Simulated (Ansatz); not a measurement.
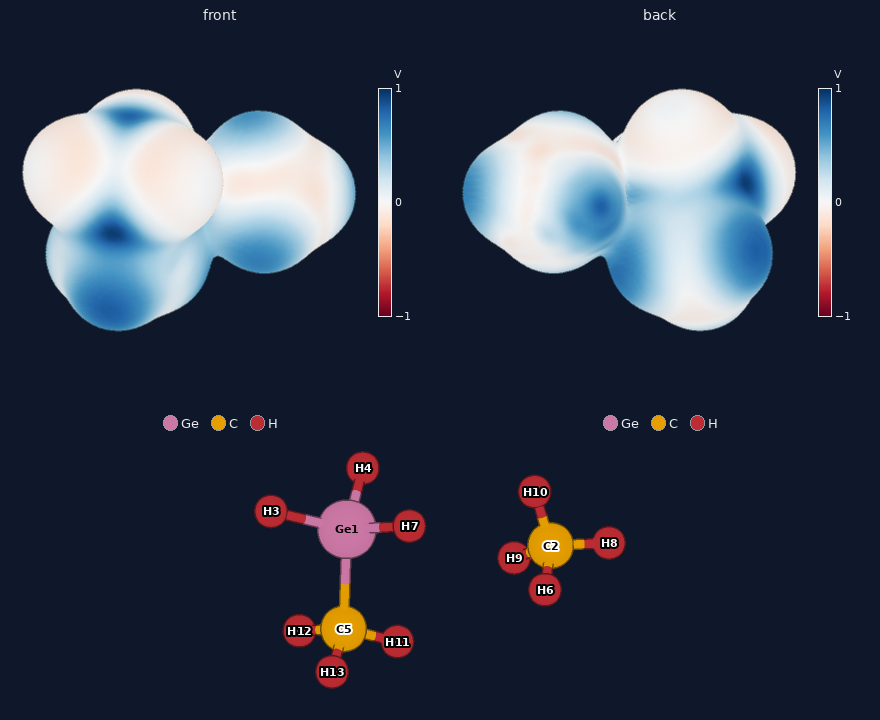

Figure. CH$_{6}$Ge···CH$_{4}$. The molecular electrostatic potential painted on the density surface at 0.002 e/bohr³, seen from the front and from behind; the colour scale runs from red (negative) to blue (positive). The bare structure is drawn below in the same view.

The product side of a reaction path; geometry: PBE0-D4/def2-TZVP; a saddle point, not a minimum.

Theory: RKS PBE0-D4/def2-TZVPP in Ansatz 0.2.0.

```xyz
13

Ge   -0.0854   -1.6758   -0.4028
C     0.6816    1.6684    1.5528
H    -0.2935   -3.0842   -0.9895
H    -0.7879   -1.6095    0.9651
C    -0.8109   -0.3250   -1.6118
H     1.2380    1.6961    0.6160
H     1.4228   -1.4550   -0.1893
H     0.9919    2.5016    2.1826
H    -0.3860    1.7476    1.3482
H     0.8834    0.7289    2.0663
H    -0.6609    0.6723   -1.1976
H    -1.8795   -0.4855   -1.7592
H    -0.3136   -0.3798   -2.5808
```

Describe the electrostatic potential map.

Answer. The most negative region (about −0.1 V) lies over C2, H3, H4 and H7, the most positive (about +0.9 V) over Ge1.
